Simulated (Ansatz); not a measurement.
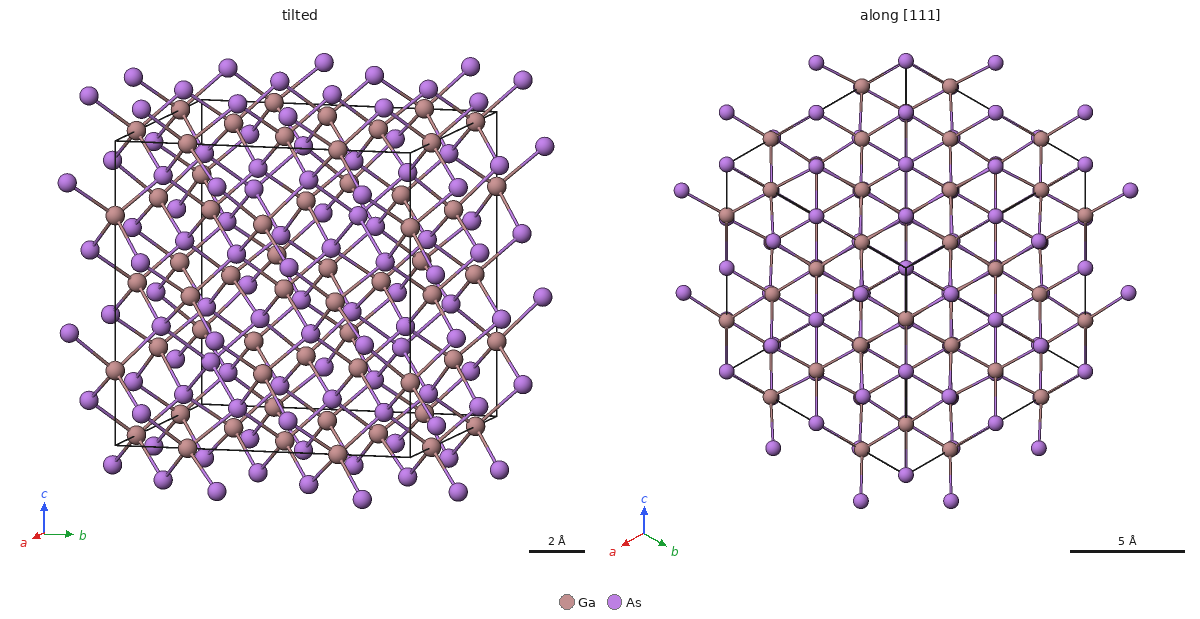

The crystal in a ball-and-stick representation, seen slightly off an axis and along [111]. The drawn cell (a repeat of the simulation cell) is outlined; an atom on or near a face, edge or corner is repeated at each equivalent position. Some neighbours outside the box are added.

What can be read from this drawing?

The stoichiometry is Ga$_{7}$As$_{9}$. Within 0.01 Å the space group is F-43m (No. 216), face-centred cubic. Atoms per cell: 64 (28 Ga, 36 As). Ga is coordinated by four As in a tetrahedral arrangement at about 2.4 Å. The bonds build a three-dimensional framework.

Its origin is a structure listed in the Materials Project, repeated into a supercell with a point defect put in. The atoms were relaxed in a fixed cell with DFT LDA, scalar-relativistic, plane waves, PAW (Ansatz 0.2.0).
